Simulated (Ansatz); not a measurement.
# KCr2Se4: relaxing a made-up structure

Starting from a made-up structure for KCr2Se4, the aim is the relaxed cell, its shortest contacts and, where a second run follows, its electronic structure.

Program: Ansatz 0.2.0. Level of theory: DFT, PBE, plane-wave PAW, files of the set soft_1, scalar-relativistic, ferromagnetic start, cell and ions relaxed at zero pressure; PAW set soft_1. Results are calculated unless marked as measured.

## Step 1: Starting point

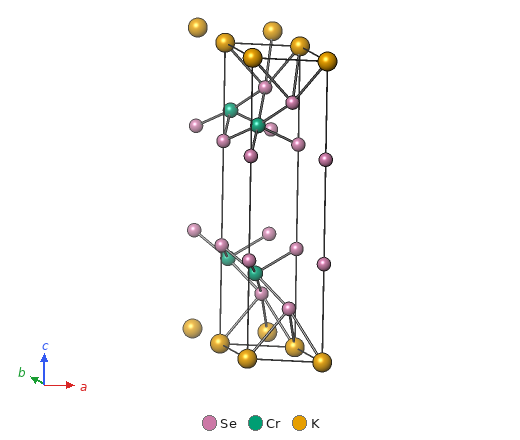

The cell as given, slightly off an axis (selenium pink, chromium teal, potassium orange). 1×2×1 cells are drawn. Bonds to atoms that aren't drawn are left out. Some periodic images of atoms are drawn too.

Coordinates:

```cif
data_structure
_symmetry_space_group_name_H-M 'P 1'
_symmetry_Int_Tables_number 1
_cell_length_a 3.6960
_cell_length_b 3.6960
_cell_length_c 15.0140
_cell_angle_alpha 90.000
_cell_angle_beta 90.000
_cell_angle_gamma 120.000
_cell_volume 177.62
loop_
_atom_site_label
_atom_site_type_symbol
_atom_site_fract_x
_atom_site_fract_y
_atom_site_fract_z
_atom_site_occupancy
Se1 Se 0.00000 0.00000 0.32650 1
Se2 Se 0.66667 0.33333 0.15730 1
Se3 Se 0.66667 0.33333 0.84270 1
Se4 Se 0.00000 0.00000 0.67350 1
Cr5 Cr 0.33333 0.66667 0.25420 1
Cr6 Cr 0.33333 0.66667 0.74580 1
K7 K 0.00000 0.00000 0.00000 1
```

## Step 2: Relaxing cell and atoms

The guess takes its coordinates from another compound and its volume from a rule, so the cell and any free coordinates are relaxed together.

The input, input.yaml:

```yaml
crystal:
  lattice:
    - [3.696, 0.0, 0.0]
    - [-1.848, 3.200829892, 0.0]
    - [0.0, 0.0, 15.014]
  atoms:
    - { symbol: Se, position: [0.0, 0.0, 0.3265] }
    - { symbol: Se, position: [0.666666667, 0.333333333, 0.1573] }
    - { symbol: Se, position: [0.666666667, 0.333333333, 0.8427] }
    - { symbol: Se, position: [0.0, 0.0, 0.6735] }
    - { symbol: Cr, position: [0.333333333, 0.666666667, 0.2542], spin: 3.0 }
    - { symbol: Cr, position: [0.333333333, 0.666666667, 0.7458], spin: 3.0 }
    - { symbol: K, position: [0.0, 0.0, 0.0] }
magnetization:
  spin_polarized: true
kpoints:
  mp_grid: { grid: [8, 8, 2] }
scf:
  occupations: { method: fermi_dirac, width: 0.05 }
hamiltonian:
  xc: pbe
  pseudopotentials: { kind: paw, azcp: { folder: soft_1 } }
relax:
  f_tol: 0.015
  max_steps: 70
  cell: {}
output:
  forces: true
  stress: true
```

Run with:

```sh
$ ansatz run input.yaml --threads 4 --pin off --max-ram 10240MiB --backend cpu --events-out ev --progress --plain --runs-dir out
```

Numbers of over 12 decimals in the logs are rounded to 6 here.

Log:

```text
Engine: ansatz 0.2.0, aarch64-unknown-linux-gnu
Pseudopotentials: kind: paw
Pseudopotential: Se, paw, valence charge 16, recommended cutoff 420 eV (normal), soft_1/Se.paw.azcp
Pseudopotential: Cr, paw, valence charge 14, recommended cutoff 420 eV (normal), soft_1/Cr.paw.azcp
Pseudopotential: K, paw, valence charge 9, recommended cutoff 420 eV (normal), soft_1/K.paw.azcp
Functional definition: PBE
  parameter kappa = 0.804
  parameter beta = 0.066725
  exchange = pbe_x(kappa = kappa, mu = beta*pi^2/3)
  correlation = pbe_c(beta = beta)
Crystal: 7 atoms, lattice volume = 177.620 Å³
Basis set: ecut = 420 eV, 3447 PW (Γ), exchange–correlation on 50×50×216 points (8 copies of the dense FFT grid, shifted against one another)
Bands: 65, of which v1, the nominal top of the filled ones, is band 51 counted from 1 (50 counted from 0)
Symmetry: 12 space group operations
Space group: P-6m2 (ITA 187), of the structure as read, at distance tolerance 5.6e-5 Å
Magnetic group: BNS 187.209 (UNI 1439), of the structure as read, at distance tolerance 5.6e-5 Å
k-points: 20 of 128 (time reversal used)
Non-local potential: Se, projectors of the file, l = 0: 2, l = 1: 2, l = 2: 3, l = 3: 1
Non-local potential: Cr, projectors of the file, l = 0: 3, l = 1: 2, l = 2: 3, l = 3: 1
Non-local potential: K, projectors of the file, l = 0: 3, l = 1: 2, l = 2: 2
PAW form: soft (Blöchl's): semilocal exchange-correlation on the pseudo side does not see the compensation charge
PAW one-centre angular grid: Se, 590 points (default); XC on 64 Gauss nodes
PAW one-centre angular grid: Cr, 590 points (default); XC on 64 Gauss nodes
PAW one-centre angular grid: K, 110 points (default); XC on 64 Gauss nodes
Initial density: superposition of atomic densities (chi_scale 0.1, normalization cell, long waves of neutral atoms (reshape's long-wave potential 2.50 eV rms, cloud 3.23 Å wide))
Starting moments: Σ|m| = 6 μB on 2 of 7 sites
Initial wavefunctions: pseudopotential atomic-orbital guess
Functional: x = pbe(κ = 0.804, μ = 0.219515), c = pbe(β = 0.066725)
SCF iter   1: F=—  HF=-30175.386014 eV  |F-HF|=—  |Δ(HF+E_count)|=         —  Δρ=2.66e-2 (↑2.66e-2 ↓2.09e-2)  dr2=1.05e1  dr2_m=2.64e-1  M=5.019 μB ∫|m|=6.175 μB  β_m=0.30  ethr=3.10e-3  ⟨swp⟩=9.0  Hψ=10950  notcnv=0  defer=7
Mixer restart at iter 1: flushing history
preconditioner: auto → none  [metal: Δε(μ)=0.098 eV  Ē_g=9.684 eV  σ=0.050 eV  W_gap=0.45  n_scr=52 (ndim 8)  ℏωp=18.3 eV  f_vac=0.170  D(μ)=2.22/eV (n_scr^D=6)  sad-step TF]
SCF iter   2: F=—  HF=-30174.681927 eV  |F-HF|=—  |Δ(HF+E_count)|=   7.04e-1  Δρ=1.94e-2 (↑1.94e-2 ↓1.59e-2)  dr2=7.11e0  dr2_m=1.45e-1  M=5.018 μB ∫|m|=6.223 μB  β_m=0.58  ethr=3.10e-3  ⟨swp⟩=2.0  Hψ=3347  notcnv=0  defer=217
SCF iter   3: F=—  HF=-30175.708869 eV  |F-HF|=—  |Δ(HF+E_count)|=    1.03e0  Δρ=1.90e-2 (↑1.90e-2 ↓1.08e-2)  dr2=1.98e1  dr2_m=5.81e-2  M=5.171 μB ∫|m|=6.542 μB  β_m=0.41  ethr=3.10e-3  ⟨swp⟩=4.6  Hψ=6343  notcnv=0  defer=224  recentre
SCF iter   4: F=—  HF=-30173.893834 eV  |F-HF|=—  |Δ(HF+E_count)|=    1.82e0  Δρ=8.97e-3 (↑8.97e-3 ↓7.02e-3)  dr2=2.63e0  dr2_m=2.95e-2  M=5.004 μB ∫|m|=6.358 μB  β_m=0.32  ethr=3.10e-3  ⟨swp⟩=3.7  Hψ=4135  notcnv=0  defer=236
SCF iter   5: F=—  HF=-30173.637541 eV  |F-HF|=—  |Δ(HF+E_count)|=   2.56e-1  Δρ=2.80e-3 (↑2.39e-3 ↓2.80e-3)  dr2=9.44e-2  dr2_m=4.37e-3  M=5.021 μB ∫|m|=6.452 μB  β_m=0.41  ethr=2.61e-3  ⟨swp⟩=2.2  Hψ=3311  notcnv=0  defer=240
SCF iter   6: F=—  HF=-30173.675660 eV  |F-HF|=—  |Δ(HF+E_count)|=         —  Δρ=1.77e-3 (↑1.77e-3 ↓1.41e-3)  dr2=4.42e-3  dr2_m=3.55e-3  M=5.016 μB ∫|m|=6.570 μB  β_m=0.41  ethr=9.34e-5  ⟨swp⟩=2.3  Hψ=3463  notcnv=0  defer=240
SCF iter   7: F=—  HF=-30173.685387 eV  |F-HF|=—  |Δ(HF+E_count)|=   9.73e-3  Δρ=8.62e-4 (↑6.04e-4 ↓8.62e-4)  dr2=9.83e-4  dr2_m=7.30e-4  M=5.014 μB ∫|m|=6.574 μB  β_m=0.62  ethr=4.38e-6  ⟨swp⟩=2.0  Hψ=3561  notcnv=0  defer=240
SCF iter   8: F=—  HF=-30173.692356 eV  |F-HF|=—  |Δ(HF+E_count)|=   6.97e-3  Δρ=4.33e-4 (↑4.33e-4 ↓2.91e-4)  dr2=8.48e-4  dr2_m=1.75e-4  M=5.012 μB ∫|m|=6.583 μB  β_m=0.56  ethr=9.73e-7  ⟨swp⟩=2.5  Hψ=5052  notcnv=0  defer=240
SCF iter   9: F=—  HF=-30173.693377 eV  |F-HF|=—  |Δ(HF+E_count)|=   1.02e-3  Δρ=1.08e-4 (↑7.75e-5 ↓1.08e-4)  dr2=1.25e-4  dr2_m=4.16e-6  M=5.011 μB ∫|m|=6.583 μB  β_m=0.59  ethr=8.39e-7  ⟨swp⟩=2.0  Hψ=3285  notcnv=0  defer=240
SCF iter  10: F=—  HF=-30173.693719 eV  |F-HF|=—  |Δ(HF+E_count)|=   3.42e-4  Δρ=4.74e-5 (↑4.74e-5 ↓3.75e-5)  dr2=3.10e-5  dr2_m=7.91e-7  M=5.011 μB ∫|m|=6.584 μB  β_m=0.65  ethr=1.23e-7  ⟨swp⟩=2.0  Hψ=3760  notcnv=0  defer=240
SCF iter  11: F=—  HF=-30173.693881 eV  |F-HF|=—  |Δ(HF+E_count)|=   1.62e-4  Δρ=2.72e-5 (↑2.72e-5 ↓1.08e-5)  dr2=2.83e-6  dr2_m=2.76e-7  M=5.011 μB ∫|m|=6.584 μB  β_m=0.69  ethr=3.07e-8  ⟨swp⟩=2.4  Hψ=3770  notcnv=0  defer=240
SCF iter  12: F=—  HF=-30173.693891 eV  |F-HF|=—  |Δ(HF+E_count)|=   9.78e-6  Δρ=9.85e-6 (↑9.85e-6 ↓4.18e-6)  dr2=2.47e-7  dr2_m=6.84e-8  M=5.011 μB ∫|m|=6.583 μB  β_m=0.72  ethr=2.80e-9  ⟨swp⟩=2.5  Hψ=4742  notcnv=0  defer=240
[...]
relax step   9: F+E_penalty+E_count = -30174.07493914 eV  Δ(F+E_penalty+E_count) = -1.746e-2 eV  max|allowed force component| = 1.142e-1 eV/Å  Δτ_max = 0.0844 Å  P = -0.101 GPa  Ω = 163.129 Å³  energy of the carried Pulay correction = +1.962e-3 eV  (21 SCF iters, accepted)
relax step  10: F+E_penalty+E_count = -30174.08204258 eV  Δ(F+E_penalty+E_count) = -7.103e-3 eV  max|allowed force component| = 1.257e-1 eV/Å  Δτ_max = 0.0865 Å  P = +0.090 GPa  Ω = 161.170 Å³  energy of the carried Pulay correction = +2.240e-3 eV  (13 SCF iters, dr2 threshold 7.00e-7 eV, accepted)
relax step  11: F+E_penalty+E_count = -30174.07983922 eV  Δ(F+E_penalty+E_count) = +2.203e-3 eV  max|allowed force component| = 2.180e-2 eV/Å  Δτ_max = 0.0192 Å  P = -0.542 GPa  Ω = 163.561 Å³  energy of the carried Pulay correction = +1.901e-3 eV  (10 SCF iters, dr2 threshold 7.00e-7 eV, rejected (line search))
relax step  12: F+E_penalty+E_count = -30174.08572124 eV  Δ(F+E_penalty+E_count) = -3.679e-3 eV  max|allowed force component| = 2.241e-2 eV/Å  Δτ_max = 0.0221 Å  P = +0.003 GPa  Ω = 161.983 Å³  energy of the carried Pulay correction = +2.124e-3 eV  (15 SCF iters, accepted)
relax step  13: F+E_penalty+E_count = -30174.08582940 eV  Δ(F+E_penalty+E_count) = -1.082e-4 eV  max|allowed force component| = 1.098e-3 eV/Å  Δτ_max = 0.0029 Å  P = -0.003 GPa  Ω = 161.991 Å³  energy of the carried Pulay correction = +2.123e-3 eV  (9 SCF iters, dr2 threshold 3.14e-8 eV, accepted)
relax step  14: F+E_penalty+E_count = -30174.08424446 eV  Δ(F+E_penalty+E_count) = +1.585e-3 eV  max|allowed force component| = 8.970e-4 eV/Å  Δτ_max = 0.0000 Å  P = -0.004 GPa  Ω = 161.991 Å³  stress off target by 1.54e-2 GPa  SCF on the basis re-selected at this cell (its energy is not comparable with the rows above)  (13 SCF iters)
basis re-selected at this cell: Δ(F+E_penalty+E_count) = +1.585e-3 eV, ΔP = -0.000 GPa vs the last step (what re-selecting the basis moved, of the pressure what is left beyond the Pulay correction that the steps carried, after the strain that the cell walked since its last selection, with what the two solves' SCF thresholds leave and, on support functions, any second-order correction that the steps lacked; it is no measure of the basis error at this ecutwfc). The dense FFT grid was sized anew with the basis: this SCF ran on 27×27×90 points, the steps before it on 25×25×108, so part of this shift can come from that change (see relax.cell in the input reference). [rest of the remark cut]
an SCF from antiferromagnetic starting moments (0.00, 0.00, 0.00, 0.00, -3.00, 3.00, 0.00 Bohr magnetons, atom by atom) was not made, so that it is not known whether that order lies lower: the deck asks for what bars it, or types moments that do (magnetization.spin_polarized, in the input reference, names some of the keys), or the run goes by scf.lower_state_search: light, the default, which as a rule tries one only behind a close that has lost an order of both signs, or on which an open d or half-filled 4f shell of a PAW file has lost a moment that was set nearer to Hund's than to what is left; [rest of the remark cut]
SCF converged after 13 iterations
Magnetization: 5.4342 μB (53.2171 up, 47.7829 down)
Absolute magnetization: 6.8348 μB (∫|ρ↑−ρ↓|, with the PAW one-centre terms)
Spin contamination: 0.3653 ħ² per cell (⟨S²⟩ above its minimum at these occupations)
Per-site moments (μB) at R_I (Å): [(-0.164536, 1.038035), (-0.073867, 1.063056), (-0.073867, 1.063056), (-0.164536, 1.038035), (2.717215, 1.038035), (2.717215, 1.038035), (-0.00407637, 1.341767)]
Free energy (F): -30174.084244 eV
Harris-Foulkes:  -30174.084244 eV  (|F-HF|=6.18e-11)
Internal energy: -30174.060013 eV  (E = F + TS)
E sigma→0 (E₀):  -30174.072129 eV
Entropy (-TS):   -0.024232 eV (-3.462 meV/atom)
Fermi energy:    8.237189 eV
--- Per-component energies (eV) ---
  E_band       = -2166.821477
  E_kinetic    = 1298.124136
  E_local      = -16643.935944  (includes V_loc(G=0)·N_el)
  E_nonlocal   = -1310.279171
  E_hartree    = 8320.408528
  E_xc         = -705.515357
  E_vxc        = -818.961442  (∫ρ·V_xc dr)
  E_paw        = -11747.198439  (= ΣΔE_a)
  E_vpaw       = -1332.585814  (= ΣTr[D̂ρ^β])
  E_aug_tail   = 0.000201  (compensation charges beyond the density's cutoff)
  E_ewald      = -9385.663966
  E_smearing   = -0.024232  (= −TS)
  E_closure    = 0.000000  (closes the sum)
  Σ components = -30174.084244   (vs F -30174.084244, Δ=0.00e0)
--- Forces (eV/Å), atoms counted from 1 ---
  atom   1  Se    -0.00000000     0.00000000    -0.00023966
  atom   2  Se     0.00000000    -0.00000000     0.00089699
  atom   3  Se     0.00000000    -0.00000000    -0.00089699
  atom   4  Se    -0.00000000    -0.00000000     0.00023966
  atom   5  Cr    -0.00000000     0.00000000    -0.00049773
  atom   6  Cr    -0.00000000     0.00000000     0.00049773
  atom   7  K      0.00000000    -0.00000000     0.00000000
  max |Σ_I F_I| component: 5.03e-17 eV/Å
--- Stress (GPa, compression-positive) ---
        0.002303       0.000000       0.000000
        0.000000       0.002303      -0.000000
        0.000000      -0.000000      -0.015356
  P = ⅓ Tr σ = -0.0036 GPa (-0.036 kbar)
--- Relaxed structure (13 steps of the walk, 11 accepted, 1 SCFs on fresh bases) ---
  F+E_penalty+E_count = -30174.08424446 eV   max|allowed force component| = 8.970e-4 eV/Å   (the final SCF, on the basis selected at the relaxed cell)
  cell:  # Å, volume = 161.9909 Å³
    - [3.795595, 0, 0]
    - [-1.897797, 3.287081, -6.412939333205356e-18]
    - [0, -3.0080908511748004e-17, 12.983756]
  atoms:
    - { symbol: Se, position: [2.5331885461782526e-18, 5.066377092356501e-18, 0.384872] }
    - { symbol: Se, position: [0.666667, 0.333333, 0.185140] }
    - { symbol: Se, position: [0.666667, 0.333333, 0.814860] }
    - { symbol: Se, position: [-2.5331885461782144e-18, -5.06637709235643e-18, 0.615128] }
    - { symbol: Cr, position: [0.333333, 0.666667, 0.289594] }
    - { symbol: Cr, position: [0.333333, 0.666667, 0.710406] }
    - { symbol: K, position: [0, 0, 0] }
```

It took 2.9 min on 4 threads of Arm Neoverse V2, shared host; peak memory 0.75 GiB.

The steps of the relaxation:

```tsv
step	energy less that of the first step (eV)	largest force component (eV/Å)	pressure (GPa)	volume (Å³)
1	0.0000	1.3480	4.22	177.62
2	-0.2862	0.4805	0.05	181.68
3	-0.3201	0.0801	-0.21	179.92
4	-0.3242	0.0291	-0.08	176.88
5	-0.3277	0.0561	0.09	174.71
6	-0.3458	0.1258	0.42	167.70
7	-0.3636	0.1295	0.79	161.53
8	-0.3221	0.5605	-1.39	165.75
9	-0.3810	0.1142	-0.10	163.13
10	-0.3882	0.1257	0.09	161.17
11	-0.3859	0.0218	-0.54	163.56
12	-0.3918	0.0224	0.00	161.98
13	-0.3919	0.0011	0.00	161.99
14*	-0.3904	0.0009	0.00	161.99
```

Relaxation steps marked * repeat the geometry before them on a plane-wave basis chosen anew for their cell, so energy and pressure can jump there. Relaxation steps 8, 11 were tried and not accepted.

The run keeps the 12 symmetry operations that it works with, so distortions that break them were not tested.

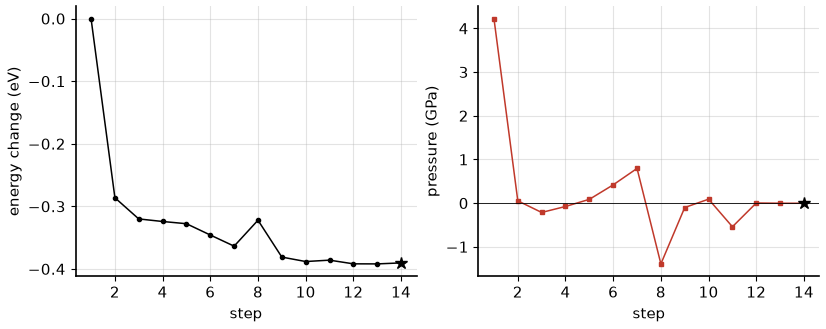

Energy and pressure along the relaxation. Stars mark steps on a basis chosen anew.

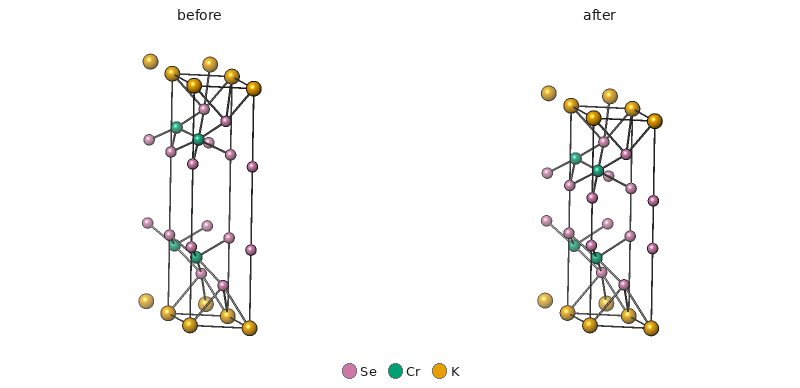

The structure before and after the relaxation, drawn at the same scale. Bonds to atoms that aren't drawn are left out.

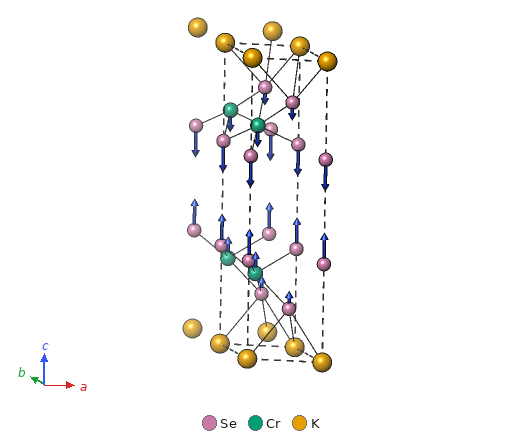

Displacements in the relaxation, exaggerated, measured against the changing cell; the longest in the cell stands for 0.76 Å. Bonds to atoms that aren't drawn are left out. 1×2×1 cells are drawn. Some periodic images of atoms are drawn too.

```tsv
cell as run	before	after	change
a (Å)	3.696	3.796	+2.7 %
b (Å)	3.696	3.796	+2.7 %
c (Å)	15.014	12.984	-13.5 %
volume (Å³/atom)	25.37	23.14	-8.8 %
```

The atoms that moved most (Å, as changes of fractional coordinates times the final cell):

```tsv
atom	dx	dy	dz	length
Se4	0.000	0.000	-0.758	0.758
Se1	0.000	0.000	0.758	0.758
Cr5	0.000	0.000	0.460	0.460
Cr6	0.000	0.000	-0.460	0.460
Se2	0.000	0.000	0.361	0.361
Se3	0.000	0.000	-0.361	0.361
```

Final coordinates:

```cif
data_structure
_symmetry_space_group_name_H-M 'P 1'
_symmetry_Int_Tables_number 1
_cell_length_a 3.7956
_cell_length_b 3.7956
_cell_length_c 12.9838
_cell_angle_alpha 90.000
_cell_angle_beta 90.000
_cell_angle_gamma 120.000
_cell_volume 161.99
loop_
_atom_site_label
_atom_site_type_symbol
_atom_site_fract_x
_atom_site_fract_y
_atom_site_fract_z
_atom_site_occupancy
Se1 Se 0.00000 0.00000 0.38487 1
Se2 Se 0.66667 0.33333 0.18514 1
Se3 Se 0.66667 0.33333 0.81486 1
Se4 Se 0.00000 0.00000 0.61513 1
Cr5 Cr 0.33333 0.66667 0.28959 1
Cr6 Cr 0.33333 0.66667 0.71041 1
K7 K 0.00000 0.00000 0.00000 1
```

Numbers from this step:

```
free energy             : -30174.0842 eV
energy at zero smearing : -30174.0721 eV
smearing term TS        : 0.02423 eV
Fermi energy            : 8.237 eV
magnetization           : 5.434 μB
absolute magnetization  : 6.835 μB
site moments            : -0.1645, -0.07387, -0.07387, -0.1645, 2.717, 2.717, -0.004076 μB
electrons               : 101
symmetry operations     : 12
pressure                : -0.003583 GPa
```

Site moment by atom:

```tsv
atom	site moment (μB)
Se1	-0.16
Se2	-0.07
Se3	-0.07
Se4	-0.16
Cr5	2.72
Cr6	2.72
K7	0.00
```

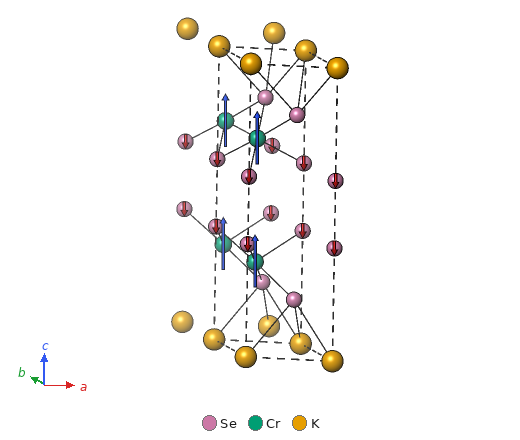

Site moment as arrows, the longest 2.72 μB. Up and down stand for the sign. Arrows give size and sign along the axis of quantisation, drawn up and down the page. Each arrow also spans its atom, so small moments look longer than they are. The two directions have two colours. Bonds to atoms that aren't drawn are left out. 1×2×1 cells are drawn. Some periodic images of atoms are drawn too.

The shortest distance of each pair, which need not be the same contact before and after:

```tsv
pair	guess (Å)	relaxed (Å)
Cr–Se	2.394	2.516
Se–Se	3.318	2.990
K–Se	3.183	3.253
Cr–Cr	3.696	3.796
K–K	3.696	3.796
```

The relaxation ends with a largest force component of 9.0e-4 eV/Å and a pressure of 0.00 GPa.

## Step 3: Results

| Item | Value |
| --- | --- |
| space group, relaxed | P-6m2 |
| conventional cell | a = 3.796, b = 3.796, c = 12.984 Å; α = 90.0°, β = 90.0°, γ = 120.0° |
| volume per atom | 23.14 Å³ (guess 25.37) |
| total moment | 5.43 μB in the cell of 7 atoms |

What this shows: KCr2Se4 relaxes to P-6m2 with a = 3.796, b = 3.796 and c = 12.984 Å. The guessed volume was 10 % too large. The space group P-6m2 was held in the relaxation, so the end point is a stationary structure within it and may be a saddle against distortions or other arrangements. The input starts from parallel moments, and no other start was typed. Mesh and cutoff weren't tested. A vector of the cell changed its length by 14 %, more than the volume shows. No dispersion term is used, so weakly bound directions may come out too long. Nothing here tests whether the compound is stable against decomposition.

[Logs are printed without paths, hosts, clocks, repeated set-up lines and the standing remarks that a program may print on its own settings, such as how far it seeks lower states.]

[Hosts, paths, dates, database ids (printed as entryN), source tags and the programs' standing remarks are cut or masked in the printed files.]
